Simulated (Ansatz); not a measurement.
Consider CaF2 in the fluorite structure (space group Fm-3m, No. 225; a = 5.439 Å). Axes: x, y, z lie along the cube axes.

Perturbation: biaxial strain +1.17 %, plane normal [110], relaxed out of plane (Cartesian); in-plane vectors clamped, the third vector and the atoms free.

All numbers come from r2SCAN, PAW, 500 eV (Ansatz, an electronic-structure program; scalar-relativistic without spin-orbit coupling).

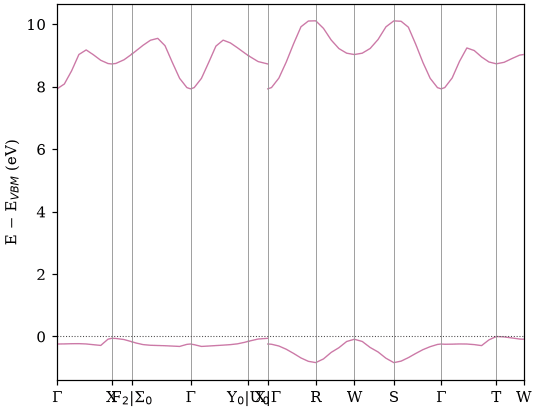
*Highest valence and lowest conduction band along the path of the changed cell's own zone*

Question: From the figure, how large is the changed gap, and is it direct?

Answer: About 7.9 eV, indirect, T → Γ.

A biaxial case was relaxed in a doubled cell and then solved in the primitive one. No phonon test of stability was made. k-point labels follow each cell's own Brillouin zone.
